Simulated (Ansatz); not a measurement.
System Mo₂P₂O₇ (space group C2/m, No. 12); source of the atomic positions: the end point of a relaxation (final pressure about 20 GPa) with Ansatz 0.2.0, DFT, PAW plane waves, pbesol; the starting structure was generated, so it need not be a known form of this composition.

```cif
data_structure
_symmetry_space_group_name_H-M 'C2/m'
_symmetry_Int_Tables_number 12
_cell_length_a 6.6919
_cell_length_b 7.7227
_cell_length_c 4.2350
_cell_angle_alpha 90.000
_cell_angle_beta 92.533
_cell_angle_gamma 90.000
_cell_volume 218.65
loop_
_atom_site_label
_atom_site_type_symbol
_atom_site_symmetry_multiplicity
_atom_site_Wyckoff_symbol
_atom_site_fract_x
_atom_site_fract_y
_atom_site_fract_z
_atom_site_occupancy
O1 O 2 a 0.00000 0.00000 0.00000 1
O2 O 8 j 0.21684 0.17117 0.71444 1
Mo1 Mo 4 h 0.50000 0.84220 0.50000 1
P1 P 4 i 0.21780 0.00000 0.89511 1
O3 O 4 i 0.32497 0.00000 0.21915 1
```

Describe how the polyhedra about P are linked (bonds: O–P below 1.7 Å).

P: PO4 tetrahedron, sharing a corner with one neighbour.

They form finite groups of two corner-sharing tetrahedra. Their corner atoms also have Mo as close neighbours (those links are not drawn).

Qⁿ labels: P Q¹.

Centre to centre across a shared corner: 3.08 Å.

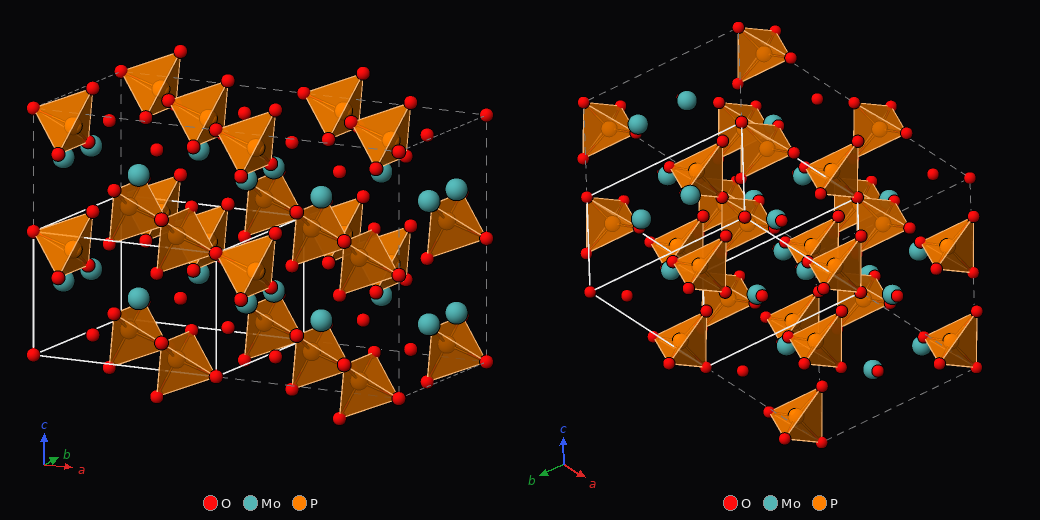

Polyhedra are drawn about P (bonds: O–P below 1.7 Å); other atoms are plain spheres. Two views of the same piece.
